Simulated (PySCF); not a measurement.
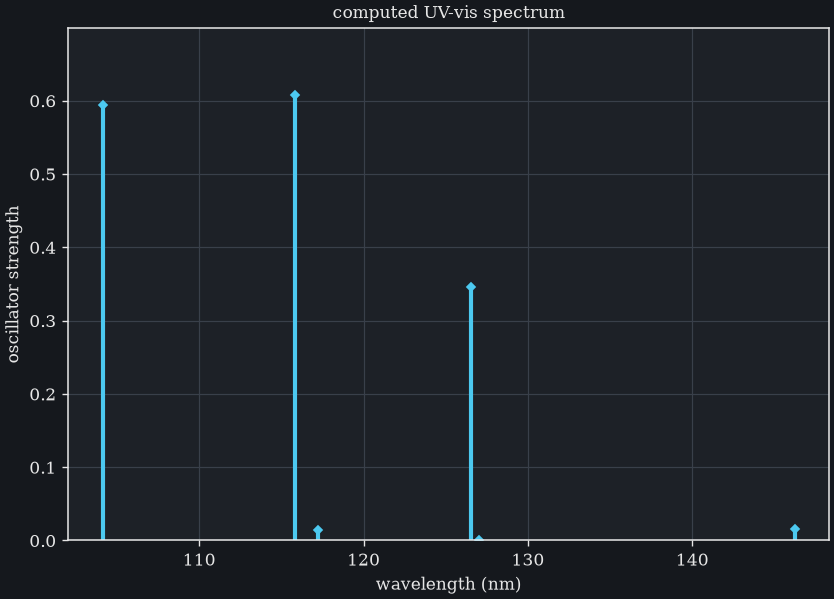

Vertical TDDFT excitations, BHandHLYP/def2-SVPD, PySCF 2.14.0, at a PBE0-D3(BJ)/def2-SVP geometry (no frequency check), gas phase. The lowest 10 singlet states are shown. States within 0.01 eV of each other are merged, with their strengths summed.

Which molecule gives this spectrum?
A. SiH₃F (monofluorosilane), SMILES F[SiH3]
B. C₄H₆O, SMILES C=C(C)C=O
C. C₄H₅N ((Z)-2-butenenitrile), SMILES C/C=C\C#N
D. SiAsH₅, SMILES [SiH3][AsH2]

A. Its lowest singlet lies at 8.48 eV (f = 0.016) and the brightest of those computed is S7/S8 at 10.71 eV (116 nm), f = 0.607, mainly HOMO−1 → LUMO+3.

Caveats: states above the negative HOMO energy depend on the basis; core orbitals are frozen in the response.
